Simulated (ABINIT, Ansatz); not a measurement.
# A GW run on Rb2LiAlF6 (Fm-3m) in ABINIT, with inputs changed

What do changed inputs do to GW on Rb2LiAlF6 (Fm-3m)?

Program: ABINIT 10.8.3. Level of theory: PBEsol and many-body steps on it, plane waves. Results are calculated unless marked as measured.

### Step 1. The starting structure

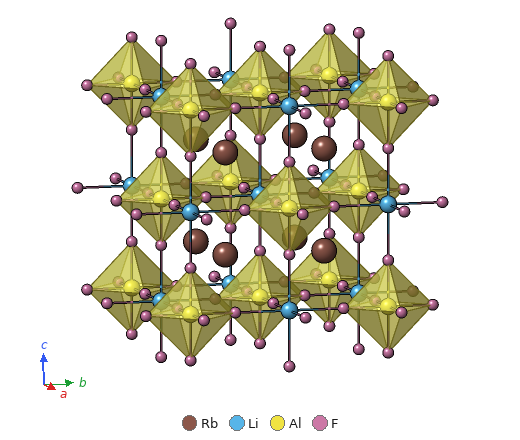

The starting structure, seen slightly off an axis (rubidium brown, lithium blue, aluminium yellow, fluorine pink). This picture shows the conventional cell, with its axes. Some periodic images of atoms are drawn too.

The cell and positions are those that the Materials Project relaxed with its own functionals (PBE, PBE+U or r2SCAN), kept fixed.

### Step 2. Screening, 2×2×2 mesh, 125 bands, screening to 114.3 eV

This step: ABINIT 10.8.3; RPA screening on PBEsol, plane waves, norm-conserving pseudopotentials.

The RPA dielectric matrix is built and inverted for each q.

run.abi

```
acell 3*1.0 Angstrom
rprim 
  0.000000000000 4.113943000000 4.113943000000
  4.113943000000 0.000000000000 4.113943000000
  4.113943000000 4.113943000000 -0.000000000000
ntypat 4
znucl 37 3 13 9
natom 10
typat 1 1 2 3 4 4 4 4 4 4
xred 
  0.750000000000 0.750000000000 0.750000000000
  0.250000000000 0.250000000000 0.250000000000
  0.500000000000 0.500000000000 0.500000000000
  0.000000000000 0.000000000000 0.000000000000
  0.774175000000 0.225825000000 0.225825000000
  0.225825000000 0.225825000000 0.774175000000
  0.225825000000 0.774175000000 0.774175000000
  0.225825000000 0.774175000000 0.225825000000
  0.774175000000 0.225825000000 0.774175000000
  0.774175000000 0.774175000000 0.225825000000
pp_dirpath "pseudos"
pseudos "Rb.upf, Li.upf, Al.upf, F.upf"
ecut 36
ngkpt 2 2 2
nshiftk 1
shiftk 0 0 0
kptopt 1
chksymbreak 0
istwfk *1
occopt 1
irdwfk 1
optdriver 3
nband 125
ecuteps 4.2
inclvkb 2
awtr 1
symchi 1
indata_prefix "in"
outdata_prefix "out"
tmpdata_prefix "tmp"
```

On the command line:

```bash
OMP_NUM_THREADS=1 mpirun -n 4 abinit run.abi > log
```

Output:

```text
.Version 10.8.3 of ABINIT. v10.8.2 released Aug 2026.

 Symmetries : space group Fm -3 m (#225); Bravais cF (face-center cubic)
[... echo of the input left out ...]
== DATASET  1 ==================================================================
-   mpi_nproc: 4, omp_nthreads: 1 (-1 if OMP is not activated)

--- !DatasetInfo
iteration_state: {dtset: 1, }
dimensions: {natom: 10, nkpt: 3, mband: 125, nsppol: 1, nspinor: 1, nspden: 1, mpw: 9756, }
cutoff_energies: {ecut:  36.0, pawecutdg:  -1.0, }
electrons: {nelect:   6.60000000E+01, charge:   0.00000000E+00, occopt:   1.00000000E+00, tsmear:   1.00000000E-02, }

 SCREENING: Calculation of the susceptibility and dielectric matrices

 Based on a program developped by R.W. Godby, V. Olevano, G. Onida, and L. Reining.
 Incorporated in ABINIT by V. Olevano, G.-M. Rignanese, and M. Torrent.
.Using double precision arithmetic ; gwpc =  8

[... cell and pseudopotentials left out ...]
--------------------------------------------------------------------------------

 ==== K-mesh for the wavefunctions ====
 Number of points in the irreducible wedge :     3
[... list of points left out ...]
 Together with 48 symmetry operations and time-reversal symmetry
 yields     8 points in the full Brillouin Zone.

 ==== Q-mesh for the screening function ====
 Number of points in the irreducible wedge :     3
[... list of points left out ...]
 Together with 48 symmetry operations and time-reversal symmetry
 yields     8 points in the full Brillouin Zone.

 setmesh: FFT mesh size selected  =    40x   40x   40
          total number of points  =        64000

 vcoul_init : cutoff-mode = AUXILIARY_FUNCTION
 q-points for optical limit:   1
     1)      0.000010    0.000020    0.000030

- screening: taking advantage of time-reversal symmetry
- Maximum band index for partially occupied states nbvw = 33
- Remaining bands to be divided among processors   nbcw = 92
- Number of bands treated by each node ~23

 Number of electrons calculated from density =   66.0000; Expected =   66.0000
 average of density, n =  0.070233
 r_s =    1.5036
 omega_plasma =   25.5639 [eV]

 calculating chi0 at frequencies [eV] :
  1    0.000000E+00    0.000000E+00
  2    0.000000E+00    2.556389E+01

--------------------------------------------------------------------------------
  q-point number  1        q = ( 0.000000, 0.000000, 0.000000) [r.l.u.]
--------------------------------------------------------------------------------
[... chi0 elements left out ...]
 For q-point:  0.000010 0.000020 0.000030
  dielectric constant =   2.0799
  dielectric constant without local fields =   2.2595

  Average fulfillment of the sum rule on Im[epsilon] for q-point    1 :     42.13  [%]
[... wings left out ...]
  q-point number  2        q = ( 0.500000, 0.000000, 0.000000) [r.l.u.]
--------------------------------------------------------------------------------
[... chi0 elements left out ...]
  Average fulfillment of the sum rule on Im[epsilon] for q-point    2 :     48.11  [%]

 [... 1 further q-points ...]
```

It took 38 s on 4 MPI ranks of Arm Neoverse V1, shared host; peak memory 1.6 GiB.

Numbers from this step:

```yaml
eps_infinity_with_local_fields_on_this_mesh_along_the_program_s_q_direction: 2.080
the_same_without_local_fields: 2.260
plasma_frequency: 25.56 eV
plane_waves_in_the_screening_matrix: 387
```

Local fields lower ε∞ by 8 %. On a Γ-centred mesh this coarse the value itself is usually too large, while a short band sum pulls it down.

### Step 3. Base

The self-energy is evaluated for the states that the input lists, and the levels follow from it, in one-shot runs by the linearised quasiparticle equation.

This step: G0W0 on PBEsol, plane waves, norm-conserving pseudopotentials.

Changes to run.abi since step 2:

```diff
@@ -31,8 +31,15 @@
 irdwfk 1
-optdriver 3
+optdriver 4
 nband 125
+gwcalctyp 0
+ecutsigx 36
+symsigma 1
+nkptgw 1
+kptgw 
+  0.0000000000 0.0000000000 0.0000000000
+bdgw 
+  31 37
 ecuteps 4.2
-inclvkb 2
-awtr 1
-symchi 1
+irdscr 1
+ppmodel 1
 indata_prefix "in"
```

Output:

```text
.Version 10.8.3 of ABINIT. v10.8.2 released Aug 2026.

 Symmetries : space group Fm -3 m (#225); Bravais cF (face-center cubic)
[... echo of the input left out ...]
== DATASET  1 ==================================================================
-   mpi_nproc: 4, omp_nthreads: 1 (-1 if OMP is not activated)

--- !DatasetInfo
iteration_state: {dtset: 1, }
dimensions: {natom: 10, nkpt: 3, mband: 125, nsppol: 1, nspinor: 1, nspden: 1, mpw: 9756, }
cutoff_energies: {ecut:  36.0, pawecutdg:  -1.0, }
electrons: {nelect:   6.60000000E+01, charge:   0.00000000E+00, occopt:   1.00000000E+00, tsmear:   1.00000000E-02, }

 SIGMA: Calculation of the GW corrections

 Based on a program developped by R.W. Godby, V. Olevano, G. Onida, and L. Reining.
 Incorporated in ABINIT by V. Olevano, G.-M. Rignanese, and M. Torrent.
.Using double precision arithmetic ; gwpc =  8

[... cell and pseudopotentials left out ...]
--------------------------------------------------------------------------------

 ==== K-mesh for the wavefunctions ====
 Number of points in the irreducible wedge :     3
[... list of points left out ...]
 Together with 48 symmetry operations and time-reversal symmetry
 yields     8 points in the full Brillouin Zone.

 ==== Q-mesh for screening function ====
 Number of points in the irreducible wedge :     3
[... list of points left out ...]
 Together with 48 symmetry operations and time-reversal symmetry
 yields     8 points in the full Brillouin Zone.

 vcoul_init : cutoff-mode = AUXILIARY_FUNCTION
 q-points for optical limit:   1
     1)      0.000010    0.000020    0.000030
 setmesh: FFT mesh size selected  =    60x   60x   60
          total number of points  =       216000

 Number of electrons calculated from density =   66.0000; Expected =   66.0000
 average of density, n =  0.070233
 r_s =    1.5036
 omega_plasma =   25.5639 [eV]

 === KS Band Gaps ===
  >>>> For spin  1
   Minimum direct gap =   7.1057 [eV], located at k-point      :   0.0000  0.0000  0.0000
   Fundamental gap    =   7.1057 [eV], Top of valence bands at :   0.0000  0.0000  0.0000
                                       Bottom of conduction at :   0.0000  0.0000  0.0000
 SIGMA fundamental parameters:
 PLASMON POLE MODEL  1
 number of plane-waves for SigmaX                 9721
 number of plane-waves for SigmaC and W            387
 number of plane-waves for wavefunctions          9721
 number of bands                                   125
 number of independent spin polarizations            1
 number of spinorial components                      1
 number of k-points in IBZ                           3
 number of q-points in IBZ                           3
 number of symmetry operations                      48
 number of k-points in BZ                            8
 number of q-points in BZ                            8
 number of frequencies for dSigma/dE                 9
 frequency step for dSigma/dE [eV]                0.25
 number of omega for Sigma on real axis              0
 max omega for Sigma on real axis  [eV]           0.00
 zcut for avoiding poles [eV]                     0.10

 EPSILON^-1 parameters (SCR file):
 dimension of the eps^-1 matrix on file            387
 dimension of the eps^-1 matrix used               387
 number of plane-waves for wavefunctions          9721
 number of bands                                   125
 number of q-points in IBZ                           3
 number of frequencies                               2
 number of real frequencies                          1
 number of imag frequencies                          1

 matrix elements of self-energy operator (all in [eV])

 Perturbative Calculation

--- !SelfEnergy_ee
iteration_state: {dtset: 1, }
kpoint     : [   0.000,    0.000,    0.000, ]
spin       : 1
KS_gap     :    7.106
QP_gap     :   10.911
Delta_QP_KS:    3.805
data: !SigmaeeData |
     Band     E0 <VxcDFT>   SigX SigC(E0)      Z dSigC/dE  Sig(E)    E-E0       E
       31  -0.981 -22.664 -30.111   5.119   0.821  -0.218 -24.575  -1.911  -2.892
       32  -0.981 -22.664 -30.111   5.119   0.821  -0.218 -24.575  -1.911  -2.892
       33  -0.981 -22.664 -30.111   5.119   0.821  -0.218 -24.575  -1.911  -2.892
       34   6.125 -10.242  -5.547  -2.582   0.897  -0.115  -8.348   1.894   8.019
       35   8.752  -9.683  -4.677  -2.533   0.899  -0.113  -7.461   2.223  10.975
       36   8.752  -9.683  -4.677  -2.533   0.899  -0.113  -7.461   2.223  10.975
       37   8.752  -9.683  -4.677  -2.533   0.899  -0.113  -7.461   2.223  10.975

== END DATASET(S) ==============================================================
================================================================================

 -outvars: echo values of variables after computation  --------
           etotal      0.0000000000E+00
            nband         125
             nkpt           3
          spgroup         225
 [... the other variables as echoed above ...]

 Calculation completed.
```

Run time: 10 s. Hardware: 4 MPI ranks; peak memory 1.1 GiB.

This step gave:

* G0W0 gap on the points computed: 10.91 eV
* starting gap on the mesh: 7.106 eV
* k of the valence top: 0, 0, 0
* k of the conduction bottom: 0, 0, 0
* Z at the valence top: 0.821
* Z at the conduction bottom: 0.897
* least direct G0W0 gap on the computed points: 10.91 eV

The gap on the mesh goes from 7.11 eV to 10.91 eV, a correction of +3.81 eV.

### Step 4. Broadening of the poles

Changes to run.abi since step 3:

```diff
@@ -44,2 +44,3 @@
 ppmodel 1
+zcut 1.0 eV
 indata_prefix "in"
```

Output:

```text
.Version 10.8.3 of ABINIT. v10.8.2 released Aug 2026.

 Symmetries : space group Fm -3 m (#225); Bravais cF (face-center cubic)
[... echo of the input left out ...]
== DATASET  1 ==================================================================
-   mpi_nproc: 4, omp_nthreads: 1 (-1 if OMP is not activated)

--- !DatasetInfo
iteration_state: {dtset: 1, }
dimensions: {natom: 10, nkpt: 3, mband: 125, nsppol: 1, nspinor: 1, nspden: 1, mpw: 9756, }
cutoff_energies: {ecut:  36.0, pawecutdg:  -1.0, }
electrons: {nelect:   6.60000000E+01, charge:   0.00000000E+00, occopt:   1.00000000E+00, tsmear:   1.00000000E-02, }

 SIGMA: Calculation of the GW corrections

 Based on a program developped by R.W. Godby, V. Olevano, G. Onida, and L. Reining.
 Incorporated in ABINIT by V. Olevano, G.-M. Rignanese, and M. Torrent.
.Using double precision arithmetic ; gwpc =  8

[... cell and pseudopotentials left out ...]
--------------------------------------------------------------------------------

 ==== K-mesh for the wavefunctions ====
 Number of points in the irreducible wedge :     3
[... list of points left out ...]
 Together with 48 symmetry operations and time-reversal symmetry
 yields     8 points in the full Brillouin Zone.

 ==== Q-mesh for screening function ====
 Number of points in the irreducible wedge :     3
[... list of points left out ...]
 Together with 48 symmetry operations and time-reversal symmetry
 yields     8 points in the full Brillouin Zone.

 vcoul_init : cutoff-mode = AUXILIARY_FUNCTION
 q-points for optical limit:   1
     1)      0.000010    0.000020    0.000030
 setmesh: FFT mesh size selected  =    60x   60x   60
          total number of points  =       216000

 Number of electrons calculated from density =   66.0000; Expected =   66.0000
[...]
number of q-points in BZ                            8
 number of frequencies for dSigma/dE                 9
 frequency step for dSigma/dE [eV]                0.25
 number of omega for Sigma on real axis              0
 max omega for Sigma on real axis  [eV]           0.00
 zcut for avoiding poles [eV]                     1.00

 EPSILON^-1 parameters (SCR file):
 dimension of the eps^-1 matrix on file            387
 dimension of the eps^-1 matrix used               387
 number of plane-waves for wavefunctions          9721
 number of bands                                   125
 number of q-points in IBZ                           3
 number of frequencies                               2
 number of real frequencies                          1
 number of imag frequencies                          1

 matrix elements of self-energy operator (all in [eV])

 Perturbative Calculation

--- !SelfEnergy_ee
iteration_state: {dtset: 1, }
kpoint     : [   0.000,    0.000,    0.000, ]
spin       : 1
KS_gap     :    7.106
QP_gap     :   10.911
Delta_QP_KS:    3.805
data: !SigmaeeData |
     Band     E0 <VxcDFT>   SigX SigC(E0)      Z dSigC/dE  Sig(E)    E-E0       E
       31  -0.981 -22.664 -30.111   5.119   0.821  -0.218 -24.575  -1.911  -2.892
       32  -0.981 -22.664 -30.111   5.119   0.821  -0.218 -24.575  -1.911  -2.892
       33  -0.981 -22.664 -30.111   5.119   0.821  -0.218 -24.575  -1.911  -2.892
       34   6.125 -10.242  -5.547  -2.582   0.897  -0.115  -8.348   1.894   8.019
       35   8.752  -9.683  -4.677  -2.533   0.899  -0.113  -7.461   2.223  10.975
       36   8.752  -9.683  -4.677  -2.533   0.899  -0.113  -7.461   2.223  10.975
       37   8.752  -9.683  -4.677  -2.533   0.899  -0.113  -7.461   2.223  10.975

== END DATASET(S) ==============================================================
================================================================================

 -outvars: echo values of variables after computation  --------
           etotal      0.0000000000E+00
            nband         125
             nkpt           3
          spgroup         225
 [... the other variables as echoed above ...]

 Calculation completed.
```

It took 10 s on 4 MPI ranks; peak memory 1.1 GiB.

This step gave:

```yaml
g0w0_gap_on_the_points_computed: 10.91 eV
starting_gap_on_the_mesh: 7.106 eV
k_of_the_valence_top: 0, 0, 0
k_of_the_conduction_bottom: 0, 0, 0
z_at_the_valence_top: 0.821
z_at_the_conduction_bottom: 0.897
least_direct_g0w0_gap_on_the_computed_points: 10.91 eV
```

Against G0W0 in ABINIT (2×2×2 mesh, 125 bands, screening to 114.3 eV, Godby-Needs plasmon pole), the gap moves by +0.000 eV.

### Step 5. A keyword of another program

Changes to run.abi since step 4:

```diff
@@ -44,3 +44,3 @@
 ppmodel 1
-zcut 1.0 eV
+nomega 100
 indata_prefix "in"
```

Output:

```text
.Version 10.8.3 of ABINIT. v10.8.2 released Aug 2026.

 Symmetries : space group Fm -3 m (#225); Bravais cF (face-center cubic)
================================================================================
 Values of the parameters that define the memory need of the present run
     intxc =       0    ionmov =       0      iscf =       7    lmnmax =       6
     lnmax =       6     mgfft =      60  mpssoang =       3    mqgrid =    3001
     natom =      10  nloc_mem =       1    nspden =       1   nspinor =       1
    nsppol =       1      nsym =      48    n1xccc =    2501    ntypat =       4
    occopt =       1   xclevel =       2
-    mband =         125        mffmem =           1         mkmem =           1
       mpw =        9756          nfft =      216000          nkpt =           3
================================================================================
  Rough estimation (10% accuracy) of disk space for files :
================================================================================

--------------------------------------------------------------------------------
------------- Echo of variables that govern the present computation ------------
--------------------------------------------------------------------------------
 -outvars: echo values of preprocessed input variables --------
            acell      1.8897261259E+00  1.8897261259E+00  1.8897261259E+00 Bohr

             bdgw          31      37
      chksymbreak           0
             ecut      3.60000000E+01 Hartree
          ecuteps      4.20000000E+00 Hartree
         ecutsigx      3.60000000E+01 Hartree
          ecutwfn      3.60000000E+01 Hartree
-          fftalg         312
           irdscr           1
           irdwfk           1

              ixc     -116133
[...]
occ      2.000000  2.000000  2.000000  2.000000  2.000000  2.000000
                       2.000000  2.000000  2.000000  2.000000  2.000000  2.000000
                       2.000000  2.000000  2.000000  2.000000  2.000000  2.000000
                       2.000000  2.000000  2.000000  2.000000  2.000000  2.000000
[...]
0.000000  0.000000  0.000000  0.000000  0.000000  0.000000
   [... 10 further rows ...]
                       0.000000  0.000000  0.000000  0.000000  0.000000  0.000000
                       0.000000  0.000000  0.000000  0.000000  0.000000
        optdriver           4
            rprim      0.0000000000E+00  4.1139430000E+00  4.1139430000E+00
                       4.1139430000E+00  0.0000000000E+00  4.1139430000E+00
[...]
spgroup         225

             xred      7.5000000000E-01  7.5000000000E-01  7.5000000000E-01
[...]
7.7417500000E-01  2.2582500000E-01  7.7417500000E-01
                       7.7417500000E-01  7.7417500000E-01  2.2582500000E-01
            znucl       37.00000    3.00000   13.00000    9.00000

================================================================================

 chkinp: Checking input parameters for consistency.

--- !ERROR
message: |
    Found token: `NOMEGA` in the input file.
    This name is not one of the registered input variable names (see
    Action: check your input file. Perhaps you mistyped the input variable,
    or specified "img", although this was not permitted for this input variable.

--- !ERROR
message: |
    Found token: `NOMEGA` in the input file.
    This name is not one of the registered input variable names (see
    Action: check your input file. Perhaps you mistyped the input variable,
    or specified "img", although this was not permitted for this input variable.

--- from the log ---
Found token: `NOMEGA` in the input file.
    This name is not one of the registered input variable names (see
    Action: check your input file. Perhaps you mistyped the input variable,
    or specified "img", although this was not permitted for this input variable.
```

Elapsed: 0.79 s, on 4 MPI ranks; peak memory 0.05 GiB.

The run stopped with an error after 0.79 s.

The program's words: Found token: `NOMEGA` in the input file. This name is not one of the registered input variable names (see Action: check your input file. Perhaps you mistyped the input variable, or specified "img", although this was not permitted for this input variable.

The fault put into this input: a keyword of another program.

### Step 6. The runs together

Times are wall times on 4 MPI ranks of Arm Neoverse V1, shared host, good to a factor of about two. A run's time includes the screening step that it read.

```
                    run   mesh  bands  screening cutoff (eV)  DFT gap (eV)  gap on the mesh (eV)  direct (eV)  ε∞ used  time
                   base  2×2×2    125                  114.3         7.106                10.911       10.911     2.08  48 s
broadening of the poles  2×2×2    125                  114.3         7.106                10.911       10.911     2.08  48 s
```

### Step 7. Results

| Quantity | Value |
| --- | --- |
| base | 10.911 eV |
| broadening of the poles | 10.911 eV |
| known limits | not at the basis limit; no spin-orbit coupling; coarse k mesh |

Broadening of the poles: no change against base (keys changed: zcut). Bands and cutoff are finite, so the gap is not at the basis limit. The miss can reach some tenths of an eV and take either sign; the mesh is an error of its own. In the G0W0 runs levels were corrected at 1 k point alone, so a gap called «on the mesh» is the least over those, and an edge elsewhere would be missed. The 2×2×2 mesh is coarse for this cell, which bears on the long-range parts of exchange and screening. The many-body steps are scalar-relativistic: spin-orbit coupling is not in them.

[Paths, hosts, dates, memory and timing lines, banners, echoed tables and standing remarks are left out of the program output.]

[Logs are printed without paths, hosts, clocks, repeated set-up lines and the standing remarks that a program may print on its own settings, such as how far it seeks lower states.]

[Runs of the session that timed out or met a known fault of the program may be left out.]

[Hosts, paths, dates, database ids (printed as entryN), source tags and the programs' standing remarks are cut or masked in the printed files.]

[G0W0 gaps are taken among the corrected bands and points alone; a level outside them can change the order at an edge.]

[Where Ansatz stands beside ABINIT at settings called matched, ABINIT's density can come from a denser mesh and the files from another edition; pairs whose starting gaps differed by over 0.03 eV were left out, so agreement reads better than it is.]
